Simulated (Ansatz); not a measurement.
# The perfect Mo wire along [100], 9 atoms a period

Aim: is the Mo wire along [100], 9 atoms a period a metal or a semiconductor?

Calculated with Ansatz 0.2.0; DFT PBE, plane waves, PAW; relaxation of a wire's period; PAW set soft_1, in the first sound run; inputs show where later runs differ.

### 1. Starting point

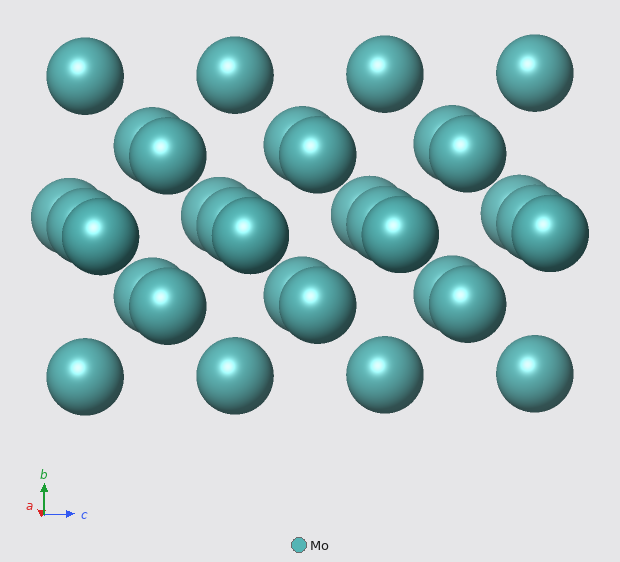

The starting structure, seen from the side, with the c axis across the page (molybdenum teal). 1×1×3 cells are drawn. Some periodic images of atoms are drawn too.

The cell holds 9 atoms: 9 Mo. Cell: a = 13.120 Å, b = 13.120 Å, c = 3.160 Å, α = 90.0°, β = 90.0°, γ = 90.0°. Vacuum lies along a and b. The structure's axis is c.

### 2. Relaxation of atoms and period

Band widths follow the bond lengths, so the wire is relaxed first. The atoms and the third cell vector are free; the box across stays fixed as vacuum. A Fermi-Dirac smearing is set since the result may be a metal. The pressure printed is a third of the stress's trace over the whole box, vacuum included; only the stress along the axis is relaxed.

The input, input.yaml:

```yaml
crystal:
  lattice:
    - [13.12, 0.0, 0.0]
    - [0.0, 13.12, 0.0]
    - [0.0, 0.0, 3.16]
  atoms:
    - { symbol: Mo, position: [0.259146341, 0.5, 0.0] }
    - { symbol: Mo, position: [0.5, 0.259146341, 0.0] }
    - { symbol: Mo, position: [0.5, 0.5, 0.0] }
    - { symbol: Mo, position: [0.5, 0.740853659, 0.0] }
    - { symbol: Mo, position: [0.740853659, 0.5, 0.0] }
    - { symbol: Mo, position: [0.379573171, 0.379573171, 0.5] }
    - { symbol: Mo, position: [0.379573171, 0.620426829, 0.5] }
    - { symbol: Mo, position: [0.620426829, 0.379573171, 0.5] }
    - { symbol: Mo, position: [0.620426829, 0.620426829, 0.5] }
kpoints:
  mp_grid: { grid: [1, 1, 26] }
scf:
  occupations: { method: fermi_dirac, width: 0.05 }
hamiltonian:
  xc: pbe
  pseudopotentials: { kind: paw, azcp: { folder: soft_1 } }
relax:
  cell: { fix: [a, b, alpha, beta, gamma] }
  max_steps: 45
  f_tol: 0.03
```

The run is started by

```bash
$ ansatz run input.yaml --threads 4 --pin off --max-ram 16384MiB --backend cpu --events-out ev --progress --plain --runs-dir out
```

Numbers of over 12 decimals in the logs are rounded to 6 here.

Output:

```text
Engine: ansatz 0.2.0, aarch64-unknown-linux-gnu
Pseudopotentials: kind: paw
Pseudopotential: Mo, paw, valence charge 14, recommended cutoff 420 eV (normal), soft_1/Mo.paw.azcp
Functional definition: PBE
  parameter kappa = 0.804
  parameter beta = 0.066725
  exchange = pbe_x(kappa = kappa, mu = beta*pi^2/3)
  correlation = pbe_c(beta = beta)
Crystal: 9 atoms, lattice volume = 543.945 Å³
Basis set: ecut = 420 eV, 10659 PW (Γ), exchange–correlation on 180×180×48 points (8 copies of the dense FFT grid, shifted against one another)
Bands: 76, of which v1, the nominal top of the filled ones, is band 63 counted from 1 (62 counted from 0)
Symmetry: 16 space group operations
Space group: P4/mmm (ITA 123), of the structure as read, at distance tolerance 8.2e-5 Å
k-points: 14 of 26
Non-local potential: Mo, projectors of the file, l = 0: 3, l = 1: 2, l = 2: 2, l = 3: 1
PAW form: soft (Blöchl's): semilocal exchange-correlation on the pseudo side does not see the compensation charge
PAW one-centre angular grid: Mo, 590 points (default); XC on 64 Gauss nodes
Initial density: superposition of atomic densities (neutral atoms: chi_scale 0, normalization atom)
Initial wavefunctions: pseudopotential atomic-orbital guess
Functional: x = pbe(κ = 0.804, μ = 0.219515), c = pbe(β = 0.066725)
SCF iter   1: F=—  HF=-44598.007331 eV  |F-HF|=—  |Δ(HF+E_count)|=         —  Δρ=5.46e-2  dr2=5.19e1  ethr=3.10e-3  ⟨swp⟩=8.9  Hψ=4719  notcnv=0
preconditioner: auto → LDOS  [metal: Δε(μ)=0.022 eV  Ē_g=3.649 eV  σ=0.050 eV  W_gap=0.11  n_scr=78 (ndim 8)  ℏωp=11.7 eV  f_vac=0.562  D(μ)=16.28/eV (n_scr^D=110)  β→1.0]
SCF iter   2: F=—  HF=-44593.650829 eV  |F-HF|=—  |Δ(HF+E_count)|=    4.36e0  Δρ=4.91e-2  dr2=5.55e1  ethr=3.10e-3  ⟨swp⟩=4.6  Hψ=3027  notcnv=0  defer=6
SCF iter   3: F=—  HF=-44588.974886 eV  |F-HF|=—  |Δ(HF+E_count)|=    4.68e0  Δρ=1.11e-2  dr2=2.84e0  ethr=3.10e-3  ⟨swp⟩=4.1  Hψ=2745  notcnv=0  defer=4
SCF iter   4: F=—  HF=-44588.836114 eV  |F-HF|=—  |Δ(HF+E_count)|=   1.39e-1  Δρ=4.19e-3  dr2=2.86e-1  ethr=2.25e-3  ⟨swp⟩=2.2  Hψ=1365  notcnv=0  defer=3
SCF iter   5: F=—  HF=-44588.803263 eV  |F-HF|=—  |Δ(HF+E_count)|=   3.29e-2  Δρ=2.02e-3  dr2=3.79e-2  ethr=2.27e-4  ⟨swp⟩=3.6  Hψ=2204  notcnv=0  defer=4
SCF iter   6: F=—  HF=-44588.803917 eV  |F-HF|=—  |Δ(HF+E_count)|=   6.54e-4  Δρ=7.62e-4  dr2=6.12e-3  ethr=3.01e-5  ⟨swp⟩=2.1  Hψ=1589  notcnv=0  defer=4
SCF iter   7: F=—  HF=-44588.804562 eV  |F-HF|=—  |Δ(HF+E_count)|=   6.45e-4  Δρ=2.18e-4  dr2=4.64e-4  ethr=4.86e-6  ⟨swp⟩=2.0  Hψ=1391  notcnv=0  defer=4
SCF iter   8: F=—  HF=-44588.804730 eV  |F-HF|=—  |Δ(HF+E_count)|=   1.68e-4  Δρ=8.82e-5  dr2=7.88e-5  ethr=3.68e-7  ⟨swp⟩=2.4  Hψ=1539  notcnv=0  defer=4
SCF iter   9: F=—  HF=-44588.804928 eV  |F-HF|=—  |Δ(HF+E_count)|=   1.98e-4  Δρ=1.73e-5  dr2=2.69e-6  ethr=6.25e-8  ⟨swp⟩=2.2  Hψ=1481  notcnv=0  defer=4
SCF iter  10: F=—  HF=-44588.804931 eV  |F-HF|=—  |Δ(HF+E_count)|=   3.27e-6  Δρ=7.37e-6  dr2=4.41e-7  ethr=2.14e-9  ⟨swp⟩=3.1  Hψ=1725  notcnv=0  defer=4
SCF iter  11: F=-44588.804932 eV  HF=-44588.804932 eV  |F-HF|=1.68e-8  |Δ(HF+E_count)|=   2.55e-7  Δρ=1.93e-6  dr2=2.24e-8  ethr=7.94e-11  ⟨swp⟩=5.5  Hψ=4088  notcnv=0
SCF 1 converged in 11 iterations: F = -44588.804932 eV  dr2 = 2.24e-8
  greatest PAW one-centre occupation: 0.999 electrons in one spin orbital (limit 2), on the Mo atom at site 2 (counted from 0), in its partial waves of l = 0
relax step   1: F+E_penalty+E_count = -44588.80493175 eV  Δ(F+E_penalty+E_count) = +0.000e0 eV  max|allowed force component| = 2.739e0 eV/Å  Δτ_max = 0.0000 Å  P = -5.946 GPa  Ω = 543.945 Å³  fix = [a, b, alpha, beta, gamma]  reactions: a -5.501, b -5.501 GPa  (11 SCF iters, dr2 threshold 1.00e-7 eV, accepted)
Crystal: 9 atoms, lattice volume = 530.531 Å³
Basis set: ecut = 420 eV, 10323 PW (Γ), exchange–correlation on 180×180×48 points (8 copies of the dense FFT grid, shifted against one another)
Initial density: handed on by an earlier stage of this run
Initial wavefunctions: those handed on with the density
SCF iter   1: F=—  HF=-44591.043035 eV  |F-HF|=—  |Δ(HF+E_count)|=         —  Δρ=2.10e-2  dr2=6.61e0  ethr=3.10e-3  ⟨swp⟩=10.9  Hψ=4798  notcnv=0
preconditioner: auto → LDOS  [metal: Δε(μ)=0.023 eV  Ē_g=3.475 eV  σ=0.050 eV  W_gap=0.11  n_scr=78 (ndim 8)  ℏωp=11.8 eV  f_vac=0.603  D(μ)=11.67/eV (n_scr^D=56)  β→1.0]
SCF iter   2: F=—  HF=-44591.023430 eV  |F-HF|=—  |Δ(HF+E_count)|=   1.96e-2  Δρ=1.95e-2  dr2=5.52e0  ethr=3.10e-3  ⟨swp⟩=3.6  Hψ=1812  notcnv=0  defer=5
SCF iter   3: F=—  HF=-44590.677163 eV  |F-HF|=—  |Δ(HF+E_count)|=   3.46e-1  Δρ=3.85e-3  dr2=2.16e-1  ethr=3.10e-3  ⟨swp⟩=2.5  Hψ=1579  notcnv=0  defer=5
SCF iter   4: F=—  HF=-44590.664590 eV  |F-HF|=—  |Δ(HF+E_count)|=   1.26e-2  Δρ=6.10e-4  dr2=2.45e-3  ethr=1.72e-4  ⟨swp⟩=2.4  Hψ=1736  notcnv=0  defer=12
SCF iter   5: F=—  HF=-44590.665342 eV  |F-HF|=—  |Δ(HF+E_count)|=   7.52e-4  Δρ=1.53e-4  dr2=2.91e-4  ethr=1.95e-6  ⟨swp⟩=2.4  Hψ=1606  notcnv=0  defer=12
SCF iter   6: F=—  HF=-44590.665470 eV  |F-HF|=—  |Δ(HF+E_count)|=   1.28e-4  Δρ=6.26e-5  dr2=3.80e-5  ethr=2.31e-7  ⟨swp⟩=2.6  Hψ=1548  notcnv=0  defer=12
SCF iter   7: F=—  HF=-44590.665478 eV  |F-HF|=—  |Δ(HF+E_count)|=   8.24e-6  Δρ=2.59e-5  dr2=6.22e-6  ethr=3.01e-8  ⟨swp⟩=2.9  Hψ=1931  notcnv=0  defer=12
SCF iter   8: F=-44590.665480 eV  HF=-44590.665480 eV  |F-HF|=4.71e-9  |Δ(HF+E_count)|=   1.37e-6  Δρ=7.04e-6  dr2=4.02e-7  ethr=7.14e-10  ⟨swp⟩=4.1  Hψ=4453  notcnv=0
SCF 2 converged in 8 iterations: F = -44590.665480 eV  dr2 = 4.02e-7
relax step   2: F+E_penalty+E_count = -44590.66547957 eV  Δ(F+E_penalty+E_count) = -1.861e0 eV  max|allowed force component| = 9.095e-1 eV/Å  Δτ_max = 0.1959 Å  P = -1.117 GPa  Ω = 530.531 Å³  energy of the carried Pulay correction = +7.736e-4 eV  fix = [a, b, alpha, beta, gamma]  reactions: a -0.999, b -0.999 GPa  (8 SCF iters, dr2 threshold 9.00e-7 eV, accepted)
Crystal: 9 atoms, lattice volume = 527.480 Å³
Basis set: ecut = 420 eV, 10267 PW (Γ), exchange–correlation on 180×180×48 points (8 copies of the dense FFT grid, shifted against one another)
iter 1 solved again at ethr=2.07e-3 eV; its pass at ethr=3.10e-3 eV (dr2=2.61e0 eV) is discarded
SCF iter   1: F=—  HF=-44591.013588 eV  |F-HF|=—  |Δ(HF+E_count)|=         —  Δρ=1.65e-2  dr2=2.64e0  ethr=2.07e-3  ⟨swp⟩=1.4  Hψ=5737  notcnv=0
preconditioner: auto → LDOS  [metal: Δε(μ)=0.020 eV  Ē_g=3.562 eV  σ=0.050 eV  W_gap=0.10  n_scr=78 (ndim 8)  ℏωp=11.9 eV  f_vac=0.606  D(μ)=11.73/eV (n_scr^D=56)  β→1.0]
SCF iter   2: F=—  HF=-44590.931097 eV  |F-HF|=—  |Δ(HF+E_count)|=   8.25e-2  Δρ=1.23e-2  dr2=1.92e0  ethr=2.07e-3  ⟨swp⟩=3.0  Hψ=1845  notcnv=0  defer=1
SCF iter   3: F=—  HF=-44590.805529 eV  |F-HF|=—  |Δ(HF+E_count)|=   1.26e-1  Δρ=2.00e-3  dr2=3.94e-2  ethr=1.52e-3  ⟨swp⟩=2.1  Hψ=1576  notcnv=0  defer=13
SCF iter   4: F=—  HF=-44590.803925 eV  |F-HF|=—  |Δ(HF+E_count)|=   1.60e-3  Δρ=3.68e-4  dr2=1.17e-3  ethr=3.13e-5  ⟨swp⟩=2.4  Hψ=1673  notcnv=0  defer=13
SCF iter   5: F=—  HF=-44590.804032 eV  |F-HF|=—  |Δ(HF+E_count)|=   1.07e-4  Δρ=1.36e-4  dr2=2.09e-4  ethr=9.30e-7  ⟨swp⟩=3.0  Hψ=1932  notcnv=0  defer=13
SCF iter   6: F=—  HF=-44590.804190 eV  |F-HF|=—  |Δ(HF+E_count)|=   1.58e-4  Δρ=4.37e-5  dr2=2.35e-5  ethr=1.66e-7  ⟨swp⟩=2.4  Hψ=1708  notcnv=0  defer=12
SCF iter   7: F=—  HF=-44590.804196 eV  |F-HF|=—  |Δ(HF+E_count)|=   5.63e-6  Δρ=1.36e-5  dr2=1.86e-6  ethr=1.86e-8  ⟨swp⟩=2.4  Hψ=1653  notcnv=0  defer=12
SCF iter   8: F=-44590.804197 eV  HF=-44590.804197 eV  |F-HF|=1.30e-7  |Δ(HF+E_count)|=   6.86e-7  Δρ=5.19e-6  dr2=2.39e-7  ethr=7.14e-10  ⟨swp⟩=5.0  Hψ=3885  notcnv=0
SCF 3 converged in 8 iterations: F = -44590.804197 eV  dr2 = 2.39e-7
relax step   3: F+E_penalty+E_count = -44590.80419651 eV  Δ(F+E_penalty+E_count) = -1.387e-1 eV  max|allowed force component| = 2.730e-1 eV/Å  Δτ_max = 0.1338 Å  P = +0.203 GPa  Ω = 527.480 Å³  energy of the carried Pulay correction = +9.523e-4 eV  fix = [a, b, alpha, beta, gamma]  reactions: a +0.406, b +0.406 GPa  (8 SCF iters, dr2 threshold 9.00e-7 eV, accepted)
Crystal: 9 atoms, lattice volume = 521.461 Å³
Basis set: ecut = 420 eV, 10123 PW (Γ), exchange–correlation on 180×180×48 points (8 copies of the dense FFT grid, shifted against one another)
iter 1 solved again at ethr=2.33e-4 eV; its pass at ethr=3.10e-3 eV (dr2=2.93e-1 eV) is discarded
SCF iter   1: F=—  HF=-44590.837796 eV  |F-HF|=—  |Δ(HF+E_count)|=         —  Δρ=4.76e-3  dr2=2.87e-1  ethr=2.33e-4  ⟨swp⟩=2.4  Hψ=5251  notcnv=0
preconditioner: auto → LDOS  [metal: Δε(μ)=0.041 eV  Ē_g=3.507 eV  σ=0.050 eV  W_gap=0.20  n_scr=78 (ndim 8)  ℏωp=11.9 eV  f_vac=0.596  D(μ)=12.28/eV (n_scr^D=60)  β→1.0]
SCF iter   2: F=—  HF=-44590.821595 eV  |F-HF|=—  |Δ(HF+E_count)|=   1.62e-2  Δρ=2.92e-3  dr2=9.58e-2  ethr=2.28e-4  ⟨swp⟩=2.3  Hψ=1607  notcnv=0
SCF iter   3: F=—  HF=-44590.817012 eV  |F-HF|=—  |Δ(HF+E_count)|=   4.58e-3  Δρ=1.00e-3  dr2=1.30e-2  ethr=7.60e-5  ⟨swp⟩=2.0  Hψ=1620  notcnv=0
SCF iter   4: F=—  HF=-44590.816141 eV  |F-HF|=—  |Δ(HF+E_count)|=   8.71e-4  Δρ=1.47e-4  dr2=1.66e-4  ethr=1.03e-5  ⟨swp⟩=2.4  Hψ=1415  notcnv=0
SCF iter   5: F=—  HF=-44590.816274 eV  |F-HF|=—  |Δ(HF+E_count)|=   1.33e-4  Δρ=6.28e-5  dr2=6.34e-5  ethr=1.32e-7  ⟨swp⟩=3.0  Hψ=2097  notcnv=0
SCF iter   6: F=—  HF=-44590.816276 eV  |F-HF|=—  |Δ(HF+E_count)|=   2.81e-6  Δρ=2.79e-5  dr2=7.48e-6  ethr=5.03e-8  ⟨swp⟩=2.0  Hψ=1399  notcnv=0
SCF iter   7: F=-44590.816277 eV  HF=-44590.816277 eV  |F-HF|=7.70e-8  |Δ(HF+E_count)|=   4.16e-7  Δρ=5.74e-6  dr2=2.12e-7  ethr=7.14e-10  ⟨swp⟩=3.9  Hψ=4536  notcnv=0
SCF 4 converged in 7 iterations: F = -44590.816277 eV  dr2 = 2.12e-7
relax step   4: F+E_penalty+E_count = -44590.81627693 eV  Δ(F+E_penalty+E_count) = -1.208e-2 eV  max|allowed force component| = 1.305e-1 eV/Å  Δτ_max = 0.0457 Å  P = +0.034 GPa  Ω = 521.461 Å³  energy of the carried Pulay correction = +1.308e-3 eV  fix = [a, b, alpha, beta, gamma]  reactions: a -0.295, b -0.295 GPa  (7 SCF iters, dr2 threshold 9.00e-7 eV, accepted)
Crystal: 9 atoms, lattice volume = 525.661 Å³
Basis set: ecut = 420 eV, 10251 PW (Γ), exchange–correlation on 180×180×48 points (8 copies of the dense FFT grid, shifted against one another)
iter 1 solved again at ethr=2.91e-5 eV; its pass at ethr=3.10e-3 eV (dr2=3.67e-2 eV) is discarded
SCF iter   1: F=—  HF=-44590.850201 eV  |F-HF|=—  |Δ(HF+E_count)|=         —  Δρ=2.45e-3  dr2=3.67e-2  ethr=2.91e-5  ⟨swp⟩=2.5  Hψ=5572  notcnv=0
preconditioner: auto → LDOS  [metal: Δε(μ)=0.011 eV  Ē_g=3.508 eV  σ=0.050 eV  W_gap=0.06  n_scr=78 (ndim 8)  ℏωp=11.9 eV  f_vac=0.603  D(μ)=12.48/eV (n_scr^D=62)  β→1.0]
SCF iter   2: F=—  HF=-44590.847979 eV  |F-HF|=—  |Δ(HF+E_count)|=   2.22e-3  Δρ=1.38e-3  dr2=2.21e-2  ethr=2.91e-5  ⟨swp⟩=2.1  Hψ=1613  notcnv=0
SCF iter   3: F=—  HF=-44590.846689 eV  |F-HF|=—  |Δ(HF+E_count)|=   1.29e-3  Δρ=4.38e-4  dr2=1.86e-3  ethr=1.76e-5  ⟨swp⟩=2.1  Hψ=1536  notcnv=0
SCF iter   4: F=—  HF=-44590.846576 eV  |F-HF|=—  |Δ(HF+E_count)|=   1.13e-4  Δρ=8.81e-5  dr2=7.05e-5  ethr=1.48e-6  ⟨swp⟩=2.3  Hψ=1345  notcnv=0
SCF iter   5: F=—  HF=-44590.846835 eV  |F-HF|=—  |Δ(HF+E_count)|=   2.59e-4  Δρ=1.95e-5  dr2=2.26e-6  ethr=5.59e-8  ⟨swp⟩=2.3  Hψ=1780  notcnv=0
SCF iter   6: F=-44590.846836 eV  HF=-44590.846836 eV  |F-HF|=2.94e-7  |Δ(HF+E_count)|=   1.76e-6  Δρ=6.97e-6  dr2=7.82e-7  ethr=7.14e-10  ⟨swp⟩=5.7  Hψ=4121  notcnv=0
SCF 5 converged in 6 iterations: F = -44590.846836 eV  dr2 = 7.82e-7
relax step   5: F+E_penalty+E_count = -44590.84683610 eV  Δ(F+E_penalty+E_count) = -3.056e-2 eV  max|allowed force component| = 9.213e-2 eV/Å  Δτ_max = 0.0297 Å  P = -0.018 GPa  Ω = 525.661 Å³  energy of the carried Pulay correction = +1.059e-3 eV  fix = [a, b, alpha, beta, gamma]  reactions: a -0.101, b -0.101 GPa  (6 SCF iters, dr2 threshold 9.00e-7 eV, accepted)
Crystal: 9 atoms, lattice volume = 527.051 Å³
iter 1 solved again at ethr=2.87e-5 eV; its pass at ethr=3.10e-3 eV (dr2=3.62e-2 eV) is discarded
SCF iter   1: F=—  HF=-44590.858152 eV  |F-HF|=—  |Δ(HF+E_count)|=         —  Δρ=2.21e-3  dr2=3.62e-2  ethr=2.87e-5  ⟨swp⟩=2.5  Hψ=4574  notcnv=0
preconditioner: auto → LDOS  [metal: Δε(μ)=0.018 eV  Ē_g=3.510 eV  σ=0.050 eV  W_gap=0.09  n_scr=78 (ndim 8)  ℏωp=11.9 eV  f_vac=0.604  D(μ)=11.12/eV (n_scr^D=48)  β→1.0]
SCF iter   2: F=—  HF=-44590.857796 eV  |F-HF|=—  |Δ(HF+E_count)|=   3.56e-4  Δρ=1.93e-3  dr2=4.49e-2  ethr=2.87e-5  ⟨swp⟩=2.1  Hψ=1615  notcnv=0
SCF iter   3: F=—  HF=-44590.854732 eV  |F-HF|=—  |Δ(HF+E_count)|=   3.06e-3  Δρ=4.18e-4  dr2=1.62e-3  ethr=2.87e-5  ⟨swp⟩=2.0  Hψ=1530  notcnv=0
SCF iter   4: F=—  HF=-44590.854612 eV  |F-HF|=—  |Δ(HF+E_count)|=   1.20e-4  Δρ=9.77e-5  dr2=1.46e-4  ethr=1.28e-6  ⟨swp⟩=2.8  Hψ=1484  notcnv=0
SCF iter   5: F=—  HF=-44590.854895 eV  |F-HF|=—  |Δ(HF+E_count)|=   2.84e-4  Δρ=2.59e-5  dr2=6.01e-6  ethr=1.16e-7  ⟨swp⟩=2.8  Hψ=1854  notcnv=0
SCF iter   6: F=—  HF=-44590.854897 eV  |F-HF|=—  |Δ(HF+E_count)|=   1.31e-6  Δρ=8.65e-6  dr2=1.30e-6  ethr=4.77e-9  ⟨swp⟩=2.6  Hψ=1764  notcnv=0
SCF iter   7: F=-44590.854897 eV  HF=-44590.854897 eV  |F-HF|=7.76e-9  |Δ(HF+E_count)|=   2.38e-7  Δρ=2.81e-6  dr2=8.27e-8  ethr=4.21e-10  ⟨swp⟩=5.2  Hψ=3957  notcnv=0
SCF 6 converged in 7 iterations: F = -44590.854897 eV  dr2 = 8.27e-8
relax step   6: F+E_penalty+E_count = -44590.85489690 eV  Δ(F+E_penalty+E_count) = -8.061e-3 eV  max|allowed force component| = 4.400e-3 eV/Å  Δτ_max = 0.0218 Å  P = +0.010 GPa  Ω = 527.051 Å³  energy of the carried Pulay correction = +9.775e-4 eV  fix = [a, b, alpha, beta, gamma]  reactions: a +0.015, b +0.015 GPa  (7 SCF iters, dr2 threshold 5.31e-7 eV, accepted)
Initial wavefunctions: pseudopotential atomic-orbital guess (no wavefunctions were taken with the density)
iter 1 solved again at ethr=5.20e-7 eV; its pass at ethr=3.10e-3 eV (dr2=6.55e-4 eV) is discarded
SCF iter   1: F=—  HF=-44590.853414 eV  |F-HF|=—  |Δ(HF+E_count)|=         —  Δρ=4.17e-5  dr2=1.54e-6  ethr=5.20e-7  ⟨swp⟩=4.5  Hψ=7848  notcnv=0
preconditioner: auto → LDOS  [metal: Δε(μ)=0.019 eV  Ē_g=3.508 eV  σ=0.050 eV  W_gap=0.10  n_scr=78 (ndim 8)  ℏωp=11.9 eV  f_vac=0.604  D(μ)=11.19/eV (n_scr^D=48)  β→1.0]
SCF iter   2: F=—  HF=-44590.853698 eV  |F-HF|=—  |Δ(HF+E_count)|=   2.84e-4  Δρ=7.60e-6  dr2=2.43e-7  ethr=1.22e-9  ⟨swp⟩=3.1  Hψ=2390  notcnv=0
SCF iter   3: F=—  HF=-44590.853698 eV  |F-HF|=—  |Δ(HF+E_count)|=   4.46e-8  Δρ=2.77e-6  dr2=9.73e-8  ethr=1.93e-10  ⟨swp⟩=2.1  Hψ=1972  notcnv=0
SCF iter   4: F=—  HF=-44590.853698 eV  |F-HF|=—  |Δ(HF+E_count)|=   1.56e-8  Δρ=7.50e-7  dr2=3.57e-9  ethr=7.72e-11  ⟨swp⟩=3.2  Hψ=2206  notcnv=0
SCF iter   5: F=—  HF=-44590.853698 eV  |F-HF|=—  |Δ(HF+E_count)|=  4.37e-11  Δρ=1.80e-7  dr2=3.92e-10  ethr=2.83e-12  ⟨swp⟩=2.3  Hψ=2043  notcnv=0
SCF iter   6: F=—  HF=-44590.853698 eV  |F-HF|=—  |Δ(HF+E_count)|=  2.18e-10  Δρ=1.65e-7  dr2=3.28e-10  ethr=1.00e-12  ⟨swp⟩=5.5  Hψ=4072  notcnv=0
SCF iter   7: F=-44590.853698 eV  HF=-44590.853698 eV  |F-HF|=0.00e0  |Δ(HF+E_count)|=  1.46e-11  Δρ=3.51e-8  dr2=1.38e-11  ethr=1.00e-12  ⟨swp⟩=4.0  Hψ=3960  notcnv=0
SCF 7 converged in 7 iterations: F = -44590.853698 eV  dr2 = 1.38e-11
relax step   7: F+E_penalty+E_count = -44590.85369775 eV  Δ(F+E_penalty+E_count) = +1.199e-3 eV  max|allowed force component| = 4.298e-3 eV/Å  Δτ_max = 0.0000 Å  P = +0.013 GPa  Ω = 527.051 Å³  fix = [a, b, alpha, beta, gamma]  reactions: a +0.018, b +0.018 GPa  stress off target by 2.47e-3 GPa on what of the cell is left free  SCF on the basis re-selected at this cell (its energy is not comparable with the rows above)  (7 SCF iters)
basis re-selected at this cell: Δ(F+E_penalty+E_count) = +1.199e-3 eV, ΔP = +0.002 GPa vs the last step (what re-selecting the basis moved, of the pressure what is left beyond the Pulay correction that the steps carried, after the strain that the cell walked since its last selection, with what the two solves' SCF thresholds leave and, on support functions, any second-order correction that the steps lacked; it is no m [...]
SCF converged after 7 iterations
Free energy (F): -44590.853698 eV
Harris-Foulkes:  -44590.853698 eV  (|F-HF|=0.00e0)
Internal energy: -44590.762118 eV  (E = F + TS)
E sigma→0 (E₀):  -44590.807908 eV
Entropy (-TS):   -0.091580 eV (-10.176 meV/atom)
Fermi energy:    2.770372 eV
--- Per-component energies (eV) ---
  E_band       = -2774.122227
  E_kinetic    = 3799.877921
  E_local      = -61241.752256  (includes V_loc(G=0)·N_el)
  E_nonlocal   = 1352.478175
  E_hartree    = 28362.467908
  E_xc         = -1575.050490
  E_vxc        = -1962.166578  (∫ρ·V_xc dr)
  E_paw        = -28912.737186  (= ΣΔE_a)
  E_vpaw       = -1447.495025  (= ΣTr[D̂ρ^β])
  E_aug_tail   = 0.000430  (compensation charges beyond the density's cutoff)
  E_ewald      = 13623.953380
  E_smearing   = -0.091580  (= −TS)
  E_closure    = 0.000000  (closes the sum)
  Σ components = -44590.853698   (vs F -44590.853698, Δ=0.00e0)
--- Forces (eV/Å), atoms counted from 1 ---
  atom   1  Mo     0.00125995     0.00000000     0.00000000
  atom   2  Mo     0.00000000     0.00125995     0.00000000
  atom   3  Mo    -0.00000000     0.00000000     0.00000000
  atom   4  Mo     0.00000000    -0.00125995     0.00000000
  atom   5  Mo    -0.00125995     0.00000000     0.00000000
  atom   6  Mo     0.00429812     0.00429812     0.00000000
  atom   7  Mo     0.00429812    -0.00429812     0.00000000
  atom   8  Mo    -0.00429812     0.00429812     0.00000000
  atom   9  Mo    -0.00429812    -0.00429812     0.00000000
  max |Σ_I F_I| component: 1.73e-18 eV/Å
--- Stress (GPa, compression-positive) ---
        0.018169       0.000000       0.000000
        0.000000       0.018169       0.000000
        0.000000       0.000000       0.002472
  P = ⅓ Tr σ = 0.0129 GPa (0.129 kbar)
--- Relaxed structure (6 steps of the walk, 6 accepted, 1 SCFs on fresh bases) ---
  F+E_penalty+E_count = -44590.85369775 eV   max|allowed force component| = 4.298e-3 eV/Å   (the final SCF, on the basis selected at the relaxed cell)
  cell:  # Å, volume = 527.0511 Å³
    - [13.12, 0.0, 0.0]
    - [0.0, 13.12, 0.0]
    - [0.0, 0.0, 3.061858]
  atoms:
    - { symbol: Mo, position: [0.279901, 0.500000, 0.0] }
    - { symbol: Mo, position: [0.500000, 0.279901, 0.0] }
    - { symbol: Mo, position: [0.500000, 0.500000, 0.0] }
    - { symbol: Mo, position: [0.500000, 0.720099, 0.0] }
    - { symbol: Mo, position: [0.720099, 0.500000, 0.0] }
    - { symbol: Mo, position: [0.378452, 0.378452, 0.500000] }
    - { symbol: Mo, position: [0.378452, 0.621548, 0.500000] }
    - { symbol: Mo, position: [0.621548, 0.378452, 0.500000] }
    - { symbol: Mo, position: [0.621548, 0.621548, 0.500000] }
```

It took 78 s on 4 threads of Arm Neoverse V1, shared host; peak memory 1.4 GiB.

(Part 1 of 2 ends here.)

[Logs are printed without paths, hosts, clocks, repeated set-up lines and the standing remarks that a program may print on its own settings, such as how far it seeks lower states.]

[Hosts, paths, dates, database ids (printed as entryN), source tags and the programs' standing remarks are cut or masked in the printed files.]
